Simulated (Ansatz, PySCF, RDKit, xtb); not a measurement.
# Which structure has the formula AlSnNH4?, part 1 of 2

Given the formula AlSnNH4 and nothing else, which arrangement of the atoms is the most stable in the gas at 298.15 K, and what are its properties?

Plan: many cheap relaxations first (GFN2-xTB), then density-functional screening, relaxation at BLYP-D3(BJ)/def2-SVP, vibrations and a final energy. The numbers are computed, not measured.

6 further runs of the same task are left out: 6 set aside as unsound or not needed.

## 1. Possible bonding patterns

A program enumerates the bonding patterns with one Lewis structure each (two rings at most, one unusual centre or charged pair), with their diastereomers. O–O, O–halogen and N–halogen bonds and N–N–N chains are not drawn. That gives 25 candidates.

c076 [NH2][AlH][SnH] (triplet); c100 [NH2+]1[AlH2-][Sn]1; c158 [NH2+]1[AlH2-][Sn]1 (triplet); c179 [NH]1[AlH][SnH2]1; c192 [NH2][SnH2][Al] (triplet); c239 [AlH3-][NH+]=[Sn]; c294 [AlH+][N-][SnH3]; c359 [Al][NH][SnH3]; c366 [NH2][Sn][AlH2] (triplet); c424 [NH]=[Sn+][AlH3-]; c430 [NH2][Al+][SnH2-]; c439 [Al][NH][SnH3] (triplet); c565 [AlH3-][N+]#[SnH]; c675 [NH2][Sn][AlH2]; c699 [NH+]1=[SnH][AlH2-]1; c703 [NH2+]1[AlH][SnH-]1; c704 [NH2][AlH][SnH]; c748 [NH2][SnH-][AlH+]; c757 [AlH2][NH][SnH]; c801 [AlH3-][NH+]=[Sn] (triplet); c813 [AlH2][N]=[SnH2]; c869 [NH-][Al+][SnH3]; c873 [AlH2][NH][SnH] (triplet); c919 [NH]=[SnH][AlH2]; c991 [NH2][SnH2][Al].

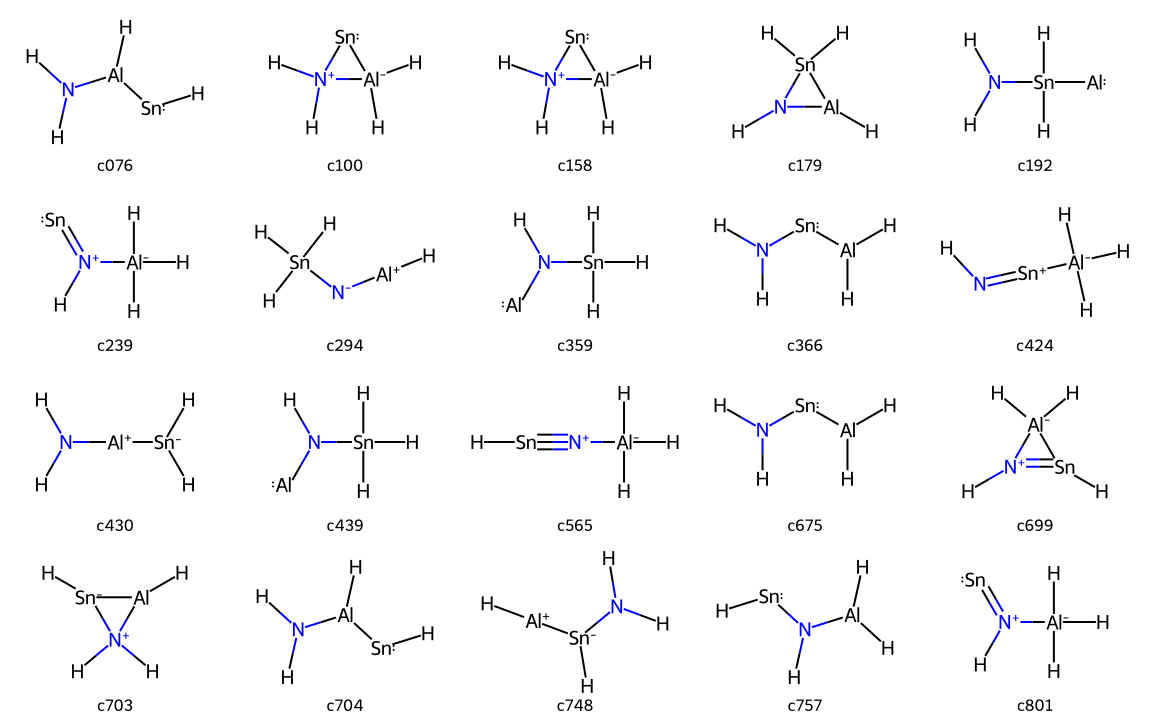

Structural formulas of the candidates (the first 20).

Candidates are built by distance geometry, with a force field where one applies, in up to four conformers (letters a to d). 16 starts with atoms placed at random are added, to find patterns that the rules miss.

## 2. First filter: tight binding

All 41 starts are relaxed the same way. One of them, c919a (enumerated, embedded by distance geometry and UFF), in full:

Contents of start.xyz:

```xyz
7
c919a
Al     1.333715    -0.638990     1.316046
N     -1.233526     1.124677    -1.125766
Sn    -0.438689    -0.543695    -0.652099
H     -1.871066     1.153425    -1.941387
H     -0.890642    -1.965695    -1.545365
H      1.861402    -2.045711     1.730467
H      1.687369     0.657010     2.120703
```

Launch:

```
$ xtb start.xyz --gfn 2 --opt
```

Output (excerpt; [...] marks lines left out):

```text
* xtb version 6.7.1
[...]
          :  # basis functions                  28          :
[...]
          :  # electrons                        16          :
[...]
          :  Hamiltonian                  GFN2-xTB          :
[...]
          :  net charge                          0          :
          :  unpaired electrons                  0          :
[...]
   *** convergence criteria satisfied after 18 iterations ***
[...]
   *** GEOMETRY OPTIMIZATION CONVERGED AFTER 51 ITERATIONS ***
[...]
   *** convergence criteria satisfied after 3 iterations ***
[...]
         ::                     SUMMARY                     ::
         :::::::::::::::::::::::::::::::::::::::::::::::::::::
         :: total energy              -8.120826704202 Eh    ::
         :: gradient norm              0.000304480830 Eh/a0 ::
         :: HOMO-LUMO gap              3.194284036148 eV    ::
         ::.................................................::
         :: SCC energy                -8.175485330683 Eh    ::
         :: -> isotropic ES            0.036792093403 Eh    ::
         :: -> anisotropic ES          0.011564684407 Eh    ::
         :: -> anisotropic XC         -0.010243343478 Eh    ::
         :: -> dispersion             -0.003986103468 Eh    ::
         :: repulsion energy           0.054658626481 Eh    ::
         :: add. restraining           0.000000000000 Eh    ::
         :: total charge               0.000000000000 e     ::
         :::::::::::::::::::::::::::::::::::::::::::::::::::::
[...]
         8        2.0000           -0.3624941              -9.8640 (HOMO)
         9                         -0.2451064              -6.6697 (LUMO)
[...]
          | TOTAL ENERGY               -8.120826704202 Eh   |
          | GRADIENT NORM               0.000304480830 Eh/α |
          | HOMO-LUMO GAP               3.194284036148 eV   |
           -------------------------------------------------
[...]
```

Wall time 0.61 s (1 thread of Intel Xeon at 2.50GHz (Skylake/Cascade Lake), shared host).

## 3. What the search left

41 of the 41 relaxations converged; 15 ended on a minimum already found. 26 distinct structures remain, the lowest 22 here:

| label | start | SMILES after | spin | energy (kcal/mol) | note |
| --- | --- | --- | --- | --- | --- |
| c565a | drawn and random | [AlH2][NH][SnH] | singlet | 0.0 | bonds changed |
| c340 | random | [AlH2][NH][SnH] | singlet | 0.9 |  |
| c757a | drawn | [AlH2][NH][SnH] | singlet | 1.5 |  |
| c129 | random | [NH]1[AlH2][SnH]1 ‡ | singlet | 1.5 | H-bridged |
| c424a | drawn and random | [NH]1[AlH3][Sn]1 ‡ | singlet | 4.9 | bonds changed |
| c430a | drawn and random | [NH2][Al][SnH2] ‡ | singlet | 10.9 |  |
| c311 | random and drawn | [NH2][AlH][SnH] | singlet | 20.0 |  |
| c704a | drawn | [NH2][AlH][SnH] | singlet | 25.5 |  |
| c919a | drawn | [AlH3].[NH][Sn] ‡ | singlet | 32.0 | fell apart |
| c100a | drawn | [NH2+]1[AlH2-][Sn]1 | singlet | 32.4 |  |
| c675a | drawn | [NH2][Sn][AlH2] | singlet | 35.4 |  |
| c748a | drawn | [NH2][Sn][AlH2] | singlet | 39.5 | bonds changed |
| c393 | random | [NH2][Al][SnH2] ‡ | singlet | 40.4 |  |
| c179a | drawn | [NH]1[AlH][SnH2]1 | singlet | 41.9 |  |
| c158a | drawn | [NH2+]1[AlH2-][Sn]1 | triplet | 43.0 |  |
| c192a | drawn | [NH2][AlH]1[H][Sn]1 ‡ | triplet | 44.7 | bonds changed |
| c076a | drawn | [NH2][AlH][SnH] | triplet | 50.2 |  |
| c813a | drawn | [AlH2][N]=[SnH2] | singlet | 54.2 |  |
| c681 | random | [H][H].[NH]1[AlH][Sn]1 ‡ | singlet | 54.4 | fell apart |
| c823 | random | [Al][NH][SnH].[H][H] ‡ | singlet | 58.2 | fell apart |
| c801a | drawn | [AlH3][NH][Sn] ‡ | triplet | 66.5 |  |
| c873a | drawn | [NH]1[AlH2][SnH]1 ‡ | triplet | 68.2 |  |

‡ marks the bonded skeleton alone, with all bonds drawn single: no Lewis structure was assigned that passes a check against the bond lengths.

GFN2-xTB has no spin polarisation, so it can't rank spin states and is rough for open shells.

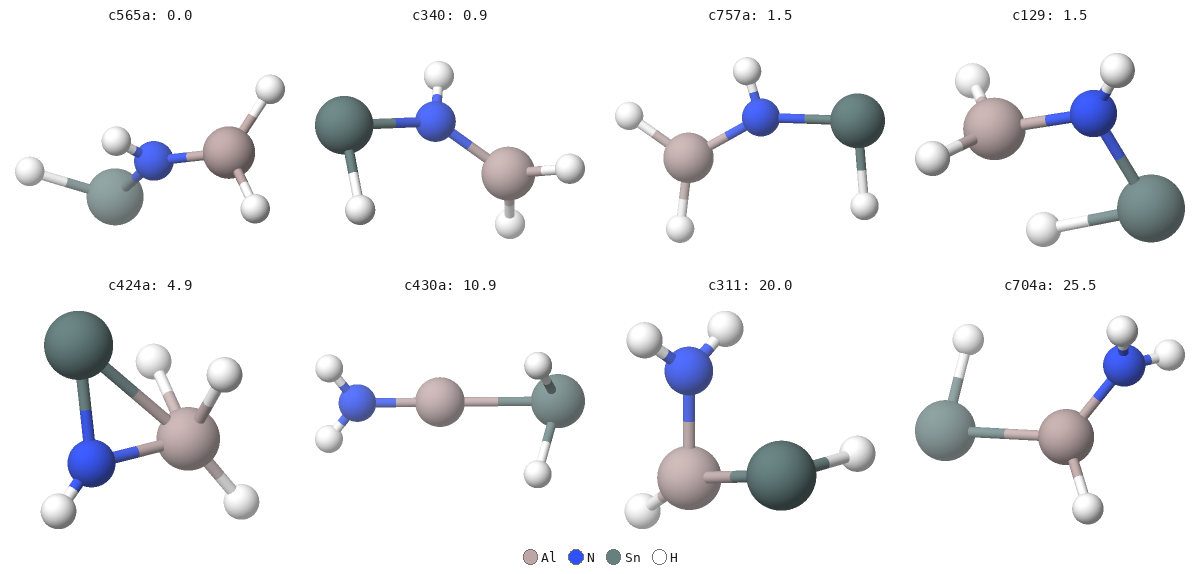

The 8 lowest minima that did not fall apart, with their GFN2-xTB energies in kcal/mol.

## 4. Second filter: single points

A choice of the minima (the low ones first, few conformers of a pattern, up to a cap) and the lowest that fell apart get a single point at r2SCAN-D4/def2-SVP on the tight-binding geometry, and one at HF/STO-3G for comparison. The lowest singlets are also tried as triplets at the same geometry (label ending in t). Within 25 kcal/mol but not screened, among others: c757a. The first, c565a:

Contents of input.yaml:

```yaml
crystal:
  periodic: [false, false, false]
  atoms:
    - {symbol: Al, position_ang: [-1.231310, -0.562947, -0.692498]}
    - {symbol: N, position_ang: [0.323220, -0.251910, 0.162565]}
    - {symbol: Sn, position_ang: [2.370744, -0.727587, 0.144972]}
    - {symbol: H, position_ang: [-1.631106, 0.234492, -1.952118]}
    - {symbol: H, position_ang: [0.155619, 0.392539, 0.937194]}
    - {symbol: H, position_ang: [-2.202435, -1.660826, -0.209093]}
    - {symbol: H, position_ang: [2.775844, 0.322053, 1.625163]}
basis:
  gaussian: {orbitals: def2-SVP}
hamiltonian: {xc: r2scan, dispersion: d4}
scf: {lower_state_search: "off"}
```

Launch:

```
$ ansatz run input.yaml --threads 1 --pin off --max-ram 2610MiB --events-out events.jsonl --progress --plain --runs-dir runs
```

Output (excerpt; [...] marks lines left out):

```text
Warning: RAYON_NUM_THREADS=1 ignored (pool sized by the plan → 1); use --threads N
Functional definition: r2SCAN
  name "r2SCAN"
[...]
888 factors; their error is unknown
[...]
mean field -13980.56294163 eV, -513.7762117389 hartree, gradient 1.9e-6 eV, S^2 0.000000; 0 other end points of the search recorded, 0 dependent functions left out
reference -13980.56295398 eV, -513.7762121928 hartree; 23, 23 occupied and 55, 55 virtual orbitals, 888 factors
Total energy: -13980.59630421 eV, -513.7774377912 hartree
Checks for a lower state left out: stability, starts, cluster_reference, orbital_swaps, neighbouring_geometries, increment
```

Wall time 4.2 s (1 thread of Intel Xeon at 2.50GHz (Skylake/Cascade Lake), shared host).

Relative energies in kcal/mol, each column from its lowest structure that stays in one piece:

| label | SMILES | spin | GFN2-xTB | HF/STO-3G | r2SCAN-D4/def2-SVP |
| --- | --- | --- | --- | --- | --- |
| c129 | [NH]1[AlH2][SnH]1 ‡ | singlet | 1.5 | 1.4 | 0.0 |
| c158a | [NH2+]1[AlH2-][Sn]1 | triplet | 43.0 | 1.6 | 6.9 |
| c340 | [AlH2][NH][SnH] | singlet | 0.9 | 0.0 | 10.4 |
| c430a | [NH2][Al][SnH2] ‡ | singlet | 10.9 | 22.8 | 11.3 |
| c311 | [NH2][AlH][SnH] | singlet | 20.0 | 24.2 | 11.7 |
| c565a | [AlH2][NH][SnH] | singlet | 0.0 | 5.1 | 13.1 |
| c192a | [NH2][AlH]1[H][Sn]1 ‡ | triplet | 44.7 | 34.3 | 13.6 |
| c424a | [NH]1[AlH3][Sn]1 ‡ | singlet | 4.9 | 41.2 | 19.8 |
| c129t | [NH]1[AlH2][SnH]1 ‡ | triplet | – | – | 62.3 |
| c340t | [AlH2][NH][SnH] | triplet | – | – | 62.7 |
| c919a | [AlH3].[NH][Sn] ‡ | singlet | 32.0 | 70.1 | 63.1 |
| c430at | [NH2][Al][SnH2] ‡ | triplet | – | – | 85.7 |

‡ marks the bonded skeleton alone, with all bonds drawn single: no Lewis structure was assigned that passes a check against the bond lengths.

Measured from c129, GFN2-xTB misplaces c424a by 17 kcal/mol against r2SCAN-D4/def2-SVP, so minima dropped on its energies alone could hide the lowest isomer.

## 5. Refinement at BLYP-D3(BJ)/def2-SVP

6 candidates are relaxed at BLYP-D3(BJ)/def2-SVP (chosen among the lowest in one piece, with other spins of them). The first, c129:

Contents of input.yaml:

```yaml
crystal:
  periodic: [false, false, false]
  atoms:
    - symbol: Al
      position_ang: [0.243767, -0.470285, -0.945378]
    - symbol: "N"
      position_ang: [0.781955, 0.660083, 0.409267]
    - symbol: Sn
      position_ang: [-0.952589, 1.486812, 1.003032]
    - symbol: H
      position_ang: [-1.627808, 0.259760, -0.471957]
    - symbol: H
      position_ang: [0.165392, -1.970571, -0.591995]
    - symbol: H
      position_ang: [0.492948, 0.026195, -2.386580]
    - symbol: H
      position_ang: [1.691484, 0.872456, 0.805971]
basis:
  gaussian:
    orbitals: def2-SVP
total_charge: 0
hamiltonian:
  xc: {name: BLYP}
  dispersion: d3bj
scf:
  lower_state_search: off
relax:
  f_tol: 0.003
```

Launch:

```
$ ansatz run input.yaml --threads 1 --pin off --max-ram 2610MiB --events-out events.jsonl --progress --plain --runs-dir runs
```

Output (excerpt; [...] marks lines left out):

```text
Warning: RAYON_NUM_THREADS=1 ignored (pool sized by the plan → 1); use --threads N
[...]
Functional definition: BLYP
  name "BLYP"
[...]
888 factors; their error is unknown
[...]
mean field -13978.64772626 eV, -513.7058288723 hartree, gradient 3.0e-6 eV, S^2 0.000000; 0 other end points of the search recorded, 0 dependent functions left out
[...]
reference -13978.64805669 eV, -513.7058410152 hartree; 23, 23 occupied and 55, 55 virtual orbitals, 888 factors
[...]
Atom 3 at    -1.468382     0.235556    -0.474576 Å, force     0.001165    -0.000643    -0.000543 eV/Å
Atom 4 at     0.099313    -2.019141    -0.594739 Å, force    -0.000463     0.001504    -0.000203 eV/Å
Atom 5 at     0.436264     0.036475    -2.446511 Å, force    -0.000745    -0.000201     0.001393 eV/Å
Atom 6 at     1.704311     0.919766     0.862387 Å, force    -0.001507    -0.000628    -0.001051 eV/Å
Dipole moment:    -0.072917     0.540255     0.586497 e Å
Checks for a lower state left out: stability, starts, cluster_reference, orbital_swaps, neighbouring_geometries, increment
```

Run time: 25 s. Hardware: 1 thread of Intel Xeon at 2.50GHz (Skylake/Cascade Lake), shared host.

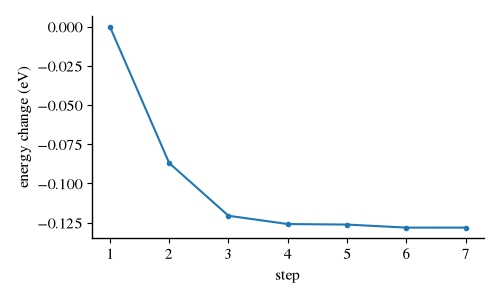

Energy along the run, all evaluated steps.

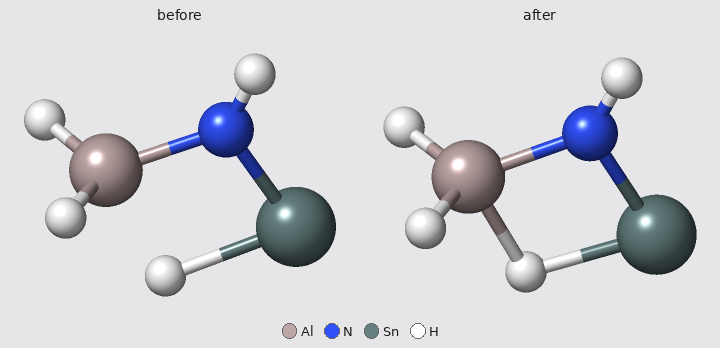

Before and after, at one scale.

After the run. Bond lengths: Al1–N2 1.883 Å, N2–Sn3 2.049 Å, Sn3–H4 1.973 Å, Al1–H5 1.599 Å, Al1–H6 1.599 Å, N2–H7 1.025 Å. Angles: Al1–N2–Sn3 99.1°, Al1–N2–H7 136.2°, Sn3–N2–H7 124.6°, N2–Al1–H5 117.0°, N2–Al1–H6 117.0°, N2–Sn3–H4 76.4°, H5–Al1–H6 121.3°. H4 bridges Al1 and Sn3 (1.885 and 1.973 Å).

## 6. After refinement

| label | spin | r2SCAN-D4/def2-SVP (kcal/mol) | BLYP-D3(BJ)/def2-SVP, relaxed (kcal/mol) | time | note |
| --- | --- | --- | --- | --- | --- |
| c129 | singlet | 0.0 | 0.0 | 25 s | H-bridged |
| c340 | singlet | 10.4 | 0.0 | 54 s | same minimum as c129 |
| c565a | singlet | 13.1 | 4.5 | 48 s |  |
| c311 | singlet | 11.7 | 6.1 | 70 s | H-bridged |
| c430a | singlet | 11.3 | 9.0 | 75 s | H-bridged |
| c158a | triplet | 6.9 | 11.6 | 48 s |  |

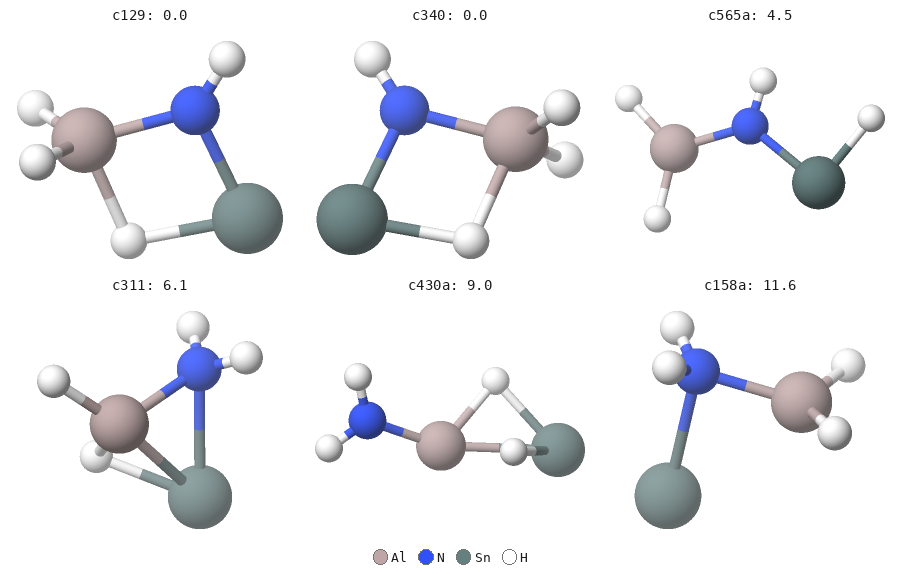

The relaxed structures, with energies at BLYP-D3(BJ)/def2-SVP in kcal/mol.

## 7. Are they minima? Harmonic frequencies

The lowest few in one piece go on as finalists (c430a, c158a drop out). Harmonic vibrations at BLYP-D3(BJ)/def2-SVP test each finalist and give the zero-point energy and the thermal terms. The first, c129:

Contents of input.yaml:

```yaml
basis:
  gaussian: {orbitals: def2-SVP}
crystal:
  periodic: [false, false, false]
  atoms:
    - {symbol: Al, position_ang: [0.218321, -0.463364, -0.943540]}
    - {symbol: "N", position_ang: [0.805169, 0.679926, 0.432436]}
    - {symbol: Sn, position_ang: [-0.999848, 1.475231, 0.986903]}
    - {symbol: H, position_ang: [-1.468382, 0.235556, -0.474576]}
    - {symbol: H, position_ang: [0.099313, -2.019141, -0.594739]}
    - {symbol: H, position_ang: [0.436264, 0.036475, -2.446511]}
    - {symbol: H, position_ang: [1.704311, 0.919766, 0.862387]}
total_charge: 0
hamiltonian: {xc: {name: BLYP}, dispersion: d3bj}
scf: {lower_state_search: off}
phonons: {}
```

Launch:

```
$ ansatz run input.yaml --threads 1 --pin off --max-ram 2610MiB --events-out events.jsonl --progress --plain --runs-dir runs
```

Output (excerpt; [...] marks lines left out):

```text
Warning: RAYON_NUM_THREADS=1 ignored (pool sized by the plan → 1); use --threads N
Functional definition: BLYP
  name "BLYP"
[...]
888 factors; their error is unknown
[...]
mean field -13978.78272959 eV, -513.7107901533 hartree, gradient 2.3e-6 eV, S^2 0.000000; 0 other end points of the search recorded, 0 dependent functions left out
[...]
reference -13978.78306140 eV, -513.7108023471 hartree; 23, 23 occupied and 55, 55 virtual orbitals, 888 factors
[...]
Atom 5 at     0.436264     0.036475    -2.446511 Å, force    -0.000744    -0.000199     0.001388 eV/Å
Atom 6 at     1.704311     0.919766     0.862387 Å, force    -0.001502    -0.000627    -0.001049 eV/Å
Dipole moment:    -0.072917     0.540256     0.586497 e Å
Vibrations: 258.32 269.04 439.93 507.23 534.29 611.55 643.78 695.86 776.95 839.85 1081.37 1252.89 1853.15 1854.30 3490.80 cm⁻¹, zero-point energy 0.936658 eV
Checks for a lower state left out: stability, starts, cluster_reference, orbital_swaps, neighbouring_geometries, increment
```

Run time: 2.1 min. Hardware: 1 thread of Intel Xeon at 2.50GHz (Skylake/Cascade Lake), shared host.

## 8. Zero-point energy and free-energy terms

At 298.15 K and 1 atm, ideal gas, rigid rotor and harmonic oscillator:

| label | SMILES | spin | point group | lowest mode (cm⁻¹) | zero-point (kcal/mol) | G − E (kcal/mol) |
| --- | --- | --- | --- | --- | --- | --- |
| c129 | [H]1[AlH2][NH][Sn]1 ‡ | singlet | Cs | 258 | 21.6 | 3.3 |
| c565a | [AlH2][NH][SnH] | singlet | Cs | 122 | 20.9 | 1.9 |
| c311 | [H]1[AlH][NH2][Sn]1 ‡ | singlet | C1 | 232 | 24.2 | 5.3 |

Chiral structures get −RT ln 2 for their mirror image.

‡ marks the bonded skeleton alone, with all bonds drawn single: no Lewis structure was assigned that passes a check against the bond lengths.

## 9. Energies at the top level

Single points at CCSD(T)/def2-TZVP on the refined geometries decide the order.

c129, CCSD(T)/def2-TZVP:

Contents of input.yaml:

```yaml
crystal:
  periodic: [false, false, false]
  atoms:
    - {symbol: Al, position_ang: [0.218321, -0.463364, -0.943540]}
    - {symbol: N, position_ang: [0.805169, 0.679926, 0.432436]}
    - {symbol: Sn, position_ang: [-0.999848, 1.475231, 0.986903]}
    - {symbol: H, position_ang: [-1.468382, 0.235556, -0.474576]}
    - {symbol: H, position_ang: [0.099313, -2.019141, -0.594739]}
    - {symbol: H, position_ang: [0.436264, 0.036475, -2.446511]}
    - {symbol: H, position_ang: [1.704311, 0.919766, 0.862387]}
basis:
  gaussian:
    orbitals: def2-TZVP
correlation:
  method: ccsd_t
  frozen_orbitals: {"N": 1, H: 0, Al: 5, Sn: 4}
```

Launch:

```
$ ansatz run input.yaml --threads 1 --pin off --max-ram 2610MiB --events-out events.jsonl --progress --plain --runs-dir runs
```

Output (excerpt; [...] marks lines left out):

```text
Warning: RAYON_NUM_THREADS=1 ignored (pool sized by the plan → 1); use --threads N
Functional definition: HF
  name "HF"
[...]
1102 factors; integrals over basis functions are off by at most 8.9e-4 eV
[...]
mean field -13934.70944881 eV, -512.0911269586 hartree, gradient 8.4e-6 eV, S^2 0.000000; 0 other end points of the search recorded, 0 dependent functions left out
10 core orbitals not correlated: weight in the atoms' cores, before any rotation towards them, 1.000 or more for the frozen orbitals, at most 0.000 for the correlated occupied ones
reference -13934.70944881 eV, -512.0911269586 hartree; 13, 13 occupied and 119, 119 virtual orbitals, 1102 factors
second order -16.58223516 eV of doubles, -0.00000000 eV of singles
cycle   1  -16.32972489 eV  change    2.5e-1 eV  update   1.3e-1
[...]
cycle  12  -16.99472895 eV  change   -2.0e-5 eV  update   8.2e-6
perturbative correction -0.66408492 eV, -0.0244046707 hartree
Total energy: -13952.36826269 eV, -512.7400763988 hartree
```

Wall time 70 s (1 thread of Intel Xeon at 2.50GHz (Skylake/Cascade Lake), shared host); peak memory 0.94 GiB.

## 10. c565a at CCSD(T)/def2-TZVP

Contents of input.yaml:

```yaml
crystal:
  periodic: [false, false, false]
  atoms:
    - {symbol: Al, position_ang: [-1.216848, -0.560143, -0.679675]}
    - {symbol: "N", position_ang: [0.242490, -0.317603, 0.363322]}
    - {symbol: Sn, position_ang: [2.193477, 0.193054, -0.254221]}
    - {symbol: H, position_ang: [-1.004506, -0.364956, -2.244726]}
    - {symbol: H, position_ang: [0.157081, -0.432202, 1.382720]}
    - {symbol: H, position_ang: [-2.613468, -0.946656, -0.017101]}
    - {symbol: H, position_ang: [2.802349, 0.174321, 1.465868]}
basis:
  gaussian:
    orbitals: def2-TZVP
correlation:
  method: ccsd_t
  frozen_orbitals: {"N": 1, H: 0, Al: 5, Sn: 4}
```

Launch:

```
$ ansatz run input.yaml --threads 1 --pin off --max-ram 2610MiB --events-out events.jsonl --progress --plain --runs-dir runs
```

Output (excerpt; [...] marks lines left out):

```text
Warning: RAYON_NUM_THREADS=1 ignored (pool sized by the plan → 1); use --threads N
Functional definition: HF
  name "HF"
[...]
1102 factors; integrals over basis functions are off by at most 1.8e-3 eV
[...]
mean field -13934.81567963 eV, -512.0950308692 hartree, gradient 2.7e-6 eV, S^2 0.000000; 0 other end points of the search recorded, 0 dependent functions left out
10 core orbitals not correlated: weight in the atoms' cores, before any rotation towards them, 1.000 or more for the frozen orbitals, at most 0.000 for the correlated occupied ones
reference -13934.81567963 eV, -512.0950308692 hartree; 13, 13 occupied and 119, 119 virtual orbitals, 1102 factors
second order -16.26599353 eV of doubles, -0.00000000 eV of singles
cycle   1  -16.13343697 eV  change    1.3e-1 eV  update   1.2e-1
[...]
cycle  11  -16.75347748 eV  change   -1.3e-5 eV  update   1.5e-5
perturbative correction -0.59635585 eV, -0.0219156731 hartree
Total energy: -13952.16551296 eV, -512.7326254837 hartree
```

It took 81 s on 1 thread of Intel Xeon at 2.50GHz (Skylake/Cascade Lake), shared host; peak memory 0.93 GiB.

For c311 the log finds that unrestricted Hartree-Fock orbitals lie lower, a sign to watch the closed-shell reference there.

(Continued in part 2 of 2.)
